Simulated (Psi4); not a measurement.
**U-wB97X-D/6-31G(d) (spherical functions, sweep point 4) run of AlNH3O (SMILES [NH2][Al][OH])**

Aim: the vertical ionisation energy of AlNH3O at U-wB97X-D/6-31G* (spherical functions, sweep point 4), from 2 runs. 

The calculation is run with Psi4 1.11.

## (1) The system as given

The species is AlNH3O (6 atoms), meant as a doublet with charge 0. As SMILES, `[NH2][Al][OH]`. The shape is that of a PBE0-D4/def2-TZVP optimisation. This is one conformer, not always the lowest.

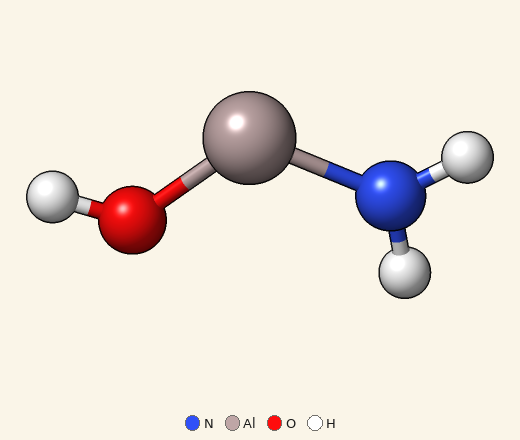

The structure, seen from a chosen angle (nitrogen blue, aluminium light grey, oxygen red, hydrogen white).

## (2) A single-point energy at U-wB97X-D/6-31G(d) (spherical functions, sweep point 4)

Input file job.inp:

```
memory 1600 mb

molecule {
  0 2
  N     -1.74591797     0.45391222    -1.43770364
  Al     1.12476499     1.13629232     0.13360364
  O      2.25652197    -1.16879561     2.08096641
  H     -2.71043418    -1.17843321    -1.24192801
  H     -2.63560103     1.62818803    -2.63956945
  H      3.79022369    -0.99229519     3.01751468
  units bohr
  symmetry c1
}

set basis 6-31G*
set reference uks
set puream true
set scf_type pk
set dft_radial_points 99
set dft_spherical_points 590
set maxiter 150

e_tot = energy("wb97x-d")
print_variables()
```

The run is started by

```console
$ psi4 job.inp job.out -n 1
```

job.out, cut to the lines that bear on the results:

```text
[...]
  Running in c1 symmetry.
[...]
  Nuclear repulsion =   93.731213377113235
[...]
  Multiplicity = 2
[...]
  Nalpha       = 16
  Nbeta        = 15
[...]
    Number of basis functions: 52
[...]
   @UKS iter   1:  -373.80036151863987   -5.30871e-01   1.80629e-02 DIIS/ADIIS
[...]
   @UKS iter   9:  -374.17182987506573   -2.44456e-08   5.75896e-07 DIIS
[...]
   @S^2 Observed:                7.516360236E-01
[...]
    Orbital Energies [Eh]
    ---------------------
    Alpha Occupied:
       1A    -56.171748     2A    -19.237883     3A    -14.405923
       4A     -4.238154     5A     -2.778519     6A     -2.777596
       7A     -2.773635     8A     -1.061790     9A     -0.914813
      10A     -0.580693    11A     -0.554021    12A     -0.489312
      13A     -0.427025    14A     -0.394649    15A     -0.328024
      16A     -0.265440
    Alpha Virtual:
      17A      0.066354    18A      0.104000    19A      0.126282
      20A      0.201002    21A      0.247292    22A      0.257639
      23A      0.260573    24A      0.271870    25A      0.393132
[...]
  @UKS Final Energy:  -374.17182987506573
   => Energetics <=
    Nuclear Repulsion Energy =             93.7312133771132352
    One-Electron Energy =                -704.1626549012132728
    Two-Electron Energy =                 261.3776008397508122
    DFT Exchange-Correlation Energy =     -25.1171585925285648
    Empirical Dispersion Energy =          -0.0008305981879761
    VV10 Nonlocal Energy =                  0.0000000000000000
    Total Energy =                       -374.1718298750657254
[...]
 Multipole Moments:
 ------------------------------------------------------------------------------------
     Multipole            Electronic (a.u.)      Nuclear  (a.u.)        Total (a.u.)
 ------------------------------------------------------------------------------------
 L = 1.  Multiply by 2.5417464519 to convert [e a0] to [Debye]
 Dipole X            :          2.0391036           -1.9880953            0.0510084
 Dipole Y            :          1.4155517           -1.1262401            0.2893116
 Dipole Z            :          0.6359567           -0.7510462           -0.1150895
 Magnitude           :                                                    0.3155133
[...]
```

It took 9.6 s on 1 thread of Intel Xeon Platinum 8488C (Sapphire Rapids), shared host; peak memory 0.68 GiB.

## (3) The singlet cation at the same level

Input file job.dat:

```
memory 1.6 GB

molecule molecule1 {
  1 1
  N     -1.74591797     0.45391222    -1.43770364
  Al     1.12476499     1.13629232     0.13360364
  O      2.25652197    -1.16879561     2.08096641
  H     -2.71043418    -1.17843321    -1.24192801
  H     -2.63560103     1.62818803    -2.63956945
  H      3.79022369    -0.99229519     3.01751468
  units au
  symmetry c1
}

set {
  basis                6-31G*
  reference            rks
  puream               true
  scf_type             pk
  dft_radial_points    99
  dft_spherical_points 590
}

energy_value, wavefunction = energy('wb97x-d', return_wfn=True)
```

The run is started by

```console
$ psi4 -i job.dat -o job.out -n 1
```

job.out, cut to the lines that bear on the results:

```text
[...]
  Running in c1 symmetry.
[...]
  Nuclear repulsion =   93.731213377113235
[...]
  Multiplicity = 1
[...]
  Nalpha       = 15
  Nbeta        = 15
[...]
    Number of basis functions: 52
[...]
   @RKS iter   1:  -373.53465671724973   -2.65166e-01   1.71522e-02 ADIIS/DIIS
[...]
   @RKS iter   9:  -373.88541528091275   -6.57413e-08   6.64756e-07 DIIS
[...]
    Orbital Energies [Eh]
    ---------------------
    Doubly Occupied:
       1A    -56.500771     2A    -19.490611     3A    -14.636621
       4A     -4.559809     5A     -3.100556     6A     -3.099229
       7A     -3.093051     8A     -1.301116     9A     -1.132780
      10A     -0.815853    11A     -0.768293    12A     -0.716091
      13A     -0.656747    14A     -0.631077    15A     -0.549404
[...]
  @RKS Final Energy:  -373.88541528091275
   => Energetics <=
    Nuclear Repulsion Energy =             93.7312133771132352
    One-Electron Energy =                -696.0326002426721743
    Two-Electron Energy =                 253.3795056680850450
    DFT Exchange-Correlation Energy =     -24.9627034852509446
    Empirical Dispersion Energy =          -0.0008305981879761
    VV10 Nonlocal Energy =                  0.0000000000000000
    Total Energy =                       -373.8854152809128095
[...]
 Multipole Moments:
 ------------------------------------------------------------------------------------
     Multipole            Electronic (a.u.)      Nuclear  (a.u.)        Total (a.u.)
 ------------------------------------------------------------------------------------
 L = 1.  Multiply by 2.5417464519 to convert [e a0] to [Debye]
 Dipole X            :          2.7665584           -1.9880953            0.7784631
 Dipole Y            :          2.7963327           -1.1262401            1.6700926
 Dipole Z            :          0.4110687           -0.7510462           -0.3399775
 Magnitude           :                                                    1.8737126
[...]
```

It took 7.5 s on 1 thread of Intel Xeon Platinum 8488C (Sapphire Rapids), shared host; peak memory 0.68 GiB.

## (4) Results

At U-wB97X-D/6-31G* (spherical functions, sweep point 4):

| quantity | value |
| --- | --- |
| doublet AlNH3O: total energy | -374.17183 Eh |
| doublet AlNH3O: dipole moment | 0.80 D |
| doublet AlNH3O: HOMO energy (highest over α and β) | -7.22 eV |
| doublet AlNH3O: LUMO energy (lowest over α and β) | -1.09 eV |
| doublet AlNH3O: dispersion energy | -2.18 kJ/mol |
| doublet AlNH3O: ⟨S²⟩ | 0.752 |
| singlet cation: total energy | -373.88542 Eh |
| singlet cation: HOMO energy | -14.95 eV |
| singlet cation: LUMO energy | -8.09 eV |
| singlet cation: HOMO–LUMO gap | 6.86 eV |
| singlet cation: dispersion energy | -2.18 kJ/mol |
| vertical ionisation energy (to the singlet cation) | 7.794 eV |

What this shows: The vertical ionisation energy comes to 7.79 eV (752 kJ/mol). Only the singlet of the ionised species was computed; a triplet could lie lower.
